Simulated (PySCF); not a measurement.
Si(CCH)(F)3, SMILES F[Si](C#C)(F)F at its PBE0/def2-SVP optimised geometry (Å):

```
7

C     -1.6339    -2.2431    -2.3900
C     -1.1983    -1.6454    -1.4264
Si    -0.5528    -0.7595     0.0000
F     -1.0436     0.7595     0.0000
F      1.0436    -0.7595     0.0000
F     -1.0429    -1.4321     1.3624
H     -2.0205    -2.7728    -3.2439
```

Method: PBE0/def2-TZVP run with PySCF.

Map of the Laplacian of the electron density (e/bohr⁵) on the plane z = 0.8 Å:

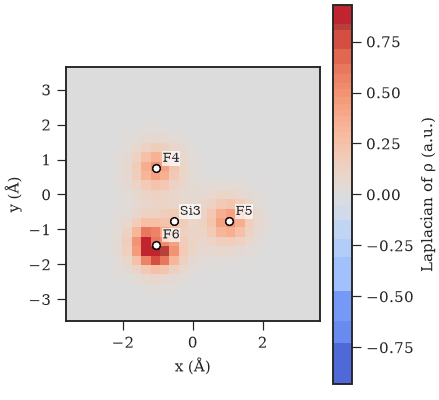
Figure. Laplacian of the electron density (e/bohr⁵) on the plane z = 0.8 Å.
